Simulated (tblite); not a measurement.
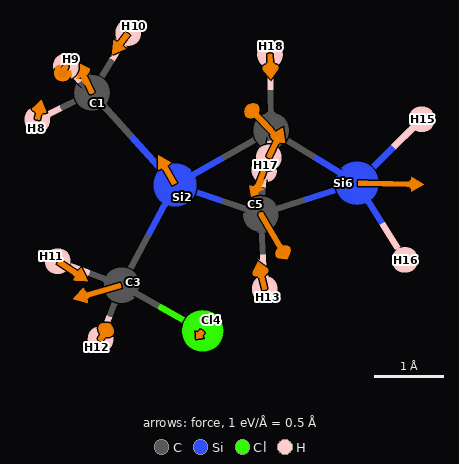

Starting geometry of C4H11ClSi2 with the computed forces as orange arrows. Style: ball-and-stick. Shown at a tilt.

Method: GFN2-xTB geometry optimisation, gas phase (tblite). 

Q: Is this structure relaxed? If not, where do the atoms go?

A: It isn't relaxed: the largest force vector, on a C atom, is 2.53 eV/Å. The final displacements have little in common with the starting forces (cosine between the two patterns 0.24). Over 86 geometry steps the energy falls by 16.4 kcal/mol. The Cl atom moves most after the best rigid fit: 0.67 Å. Largest moves by element: Cl 0.67 Å, H 0.57 Å, C 0.15 Å, Si 0.13 Å. Some distances before and after: C–Si 1.840 → 1.918 Å, C–Si 1.864 → 1.922 Å, C–H 1.126 → 1.087 Å, C–Si 1.863 → 1.900 Å. Among the angles between lasting bonds that change: C–Si–C 107.6° → 117.9°, H–C–H 115.1° → 106.7°, H–C–H 113.8° → 106.7°. Groups turn about C–Si by about 30°.
